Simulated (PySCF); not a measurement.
C$_{7}$H$_{7}$BO (SMILES C#C/C=C\OBC#CC)

```yaml
atoms:
  - { symbol: C, position_ang: [4.5255, 0.5139, -0.8764] }
  - { symbol: C, position_ang: [3.5615, 0.0258, -0.3512] }
  - { symbol: C, position_ang: [2.4406, -0.5535, 0.2725] }
  - { symbol: C, position_ang: [1.1862, -0.1221, 0.0998] }
  - { symbol: O, position_ang: [0.8833, 0.9202, -0.6996] }
  - { symbol: B, position_ang: [-0.3558, 1.3945, -0.9126] }
  - { symbol: C, position_ang: [-1.5999, 0.8083, -0.2681] }
  - { symbol: C, position_ang: [-2.5824, 0.3341, 0.2487] }
  - { symbol: C, position_ang: [-3.7693, -0.2186, 0.8606] }
  - { symbol: H, position_ang: [5.3650, 0.9411, -1.3375] }
  - { symbol: H, position_ang: [2.6295, -1.3938, 0.9252] }
  - { symbol: H, position_ang: [0.3533, -0.6041, 0.6056] }
  - { symbol: H, position_ang: [-0.4206, 2.3111, -1.6434] }
  - { symbol: H, position_ang: [-3.8502, 0.1337, 1.8893] }
  - { symbol: H, position_ang: [-3.7177, -1.3076, 0.8654] }
  - { symbol: H, position_ang: [-4.6566, 0.0936, 0.3101] }
```

Geometry: GFN2-xTB.

The calculation used CAM-B3LYP/def2-SVPD, SCF density, gas phase (PySCF 2.14.0).

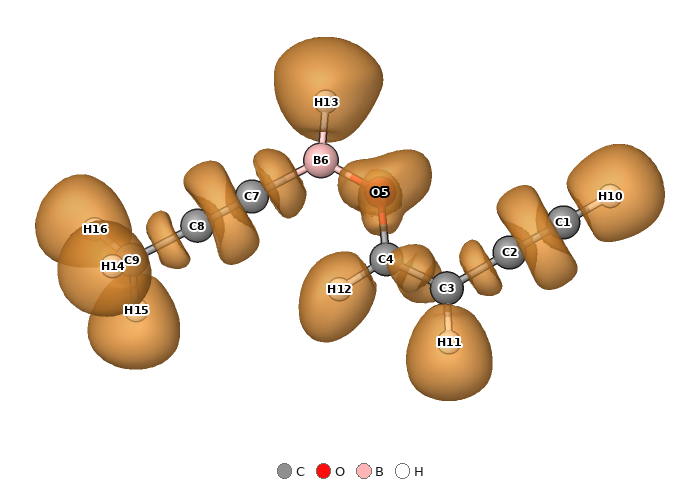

Figure 1. Isosurface of the ELF at 0.75 (orange), seen at a tilt. Only the valence region is drawn (cores and ρ < 0.01 e/Å³ removed).

Describe the localisation domains.

The ELF exceeds this value in one region between bonded B–C atoms (shared pairs), five regions between bonded C–C atoms (shared pairs), seven regions around hydrogen nuclei and one region on O in which the atom's valence shell and bonds are merged. Profiles from the grid: C–C (1.20 Å): the ELF peaks at about 0.85 between the atoms: a multiple bond. B–O (1.34 Å): the ELF peaks at about 0.90 between the atoms, as expected for a short, strongly polar bond.

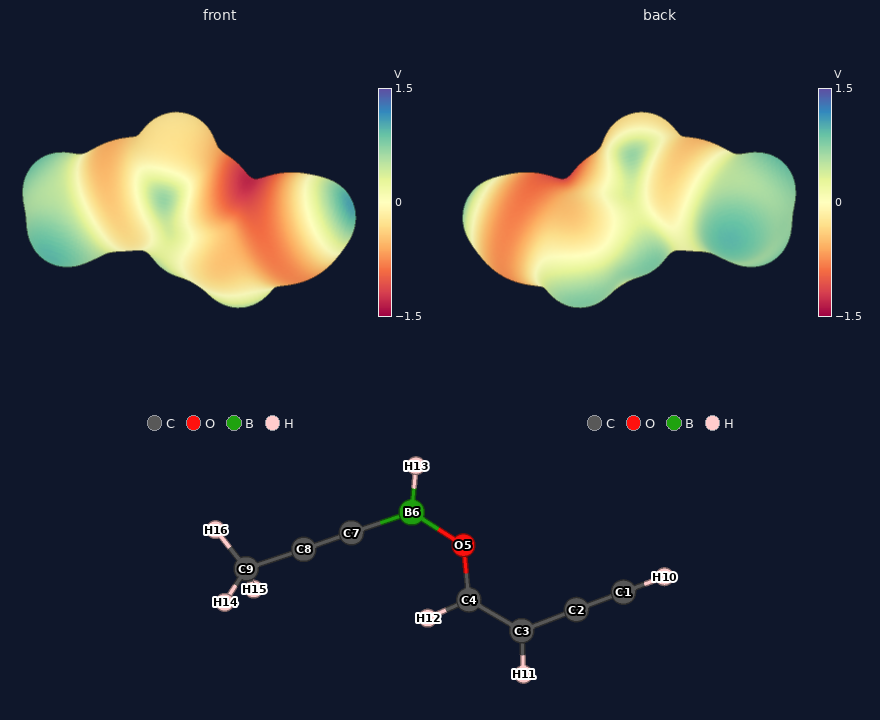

Figure 2. The electrostatic potential painted on the density surface at 0.001 e/bohr³, seen from the front and from behind; the colour scale runs from red (negative) to blue (positive). The bare structure is drawn below in the same view.

Where is the surface potential most negative and most positive?

The most negative region (about −1.3 V) lies over C1, C2 and O5, the most positive (about +1.0 V) over H10, H14 and H15.

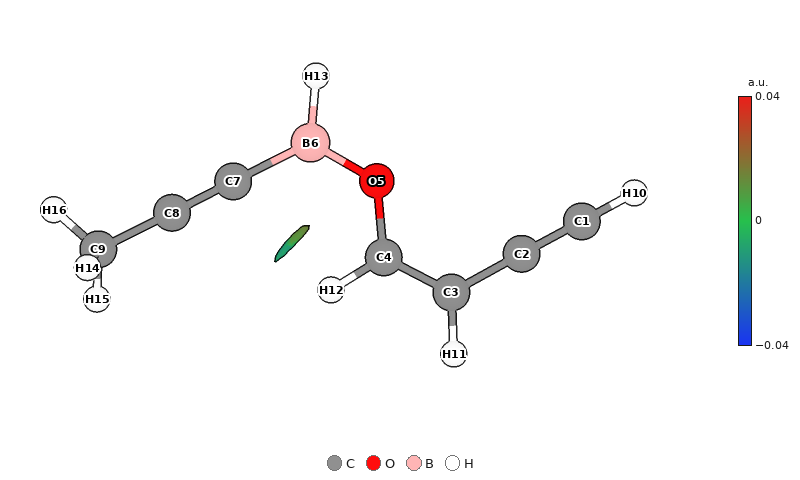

Figure 3. Non-covalent interaction (NCI) plot: the surface where the reduced density gradient is 0.5, for densities under 0.05 a.u., coloured by sign(λ₂)ρ; seen across its widest extent.

Which non-covalent interactions does the plot reveal?

Near H12, C7 and C4: mostly steric crowding (olive to red).

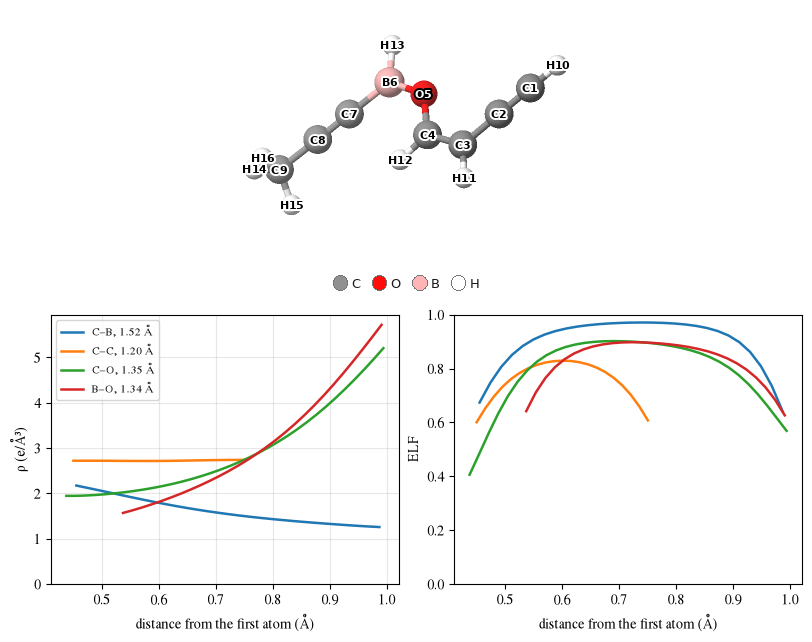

Figure 4. Electron density and electron localisation function along straight lines between neighbouring atoms. The curves leave out the atomic cores. The structure is drawn too.

Compare the contacts.

C–B (1.52 Å): ρ is about 1.5 e/Å³ halfway; the ELF peaks at about 1 between the atoms (a covalent bond).
C–C (1.20 Å): ρ is about 2.7 e/Å³ halfway; the ELF peaks at about 0.85 between the atoms (a short, multiple covalent bond).
C–O (1.35 Å): ρ is about 2.4 e/Å³ halfway; the ELF peaks at about 0.90 between the atoms; a shared but strongly polarised pair.
B–O (1.34 Å): ρ is about 2.2 e/Å³ halfway; the ELF peaks at about 0.90 between the atoms (a polar covalent bond).
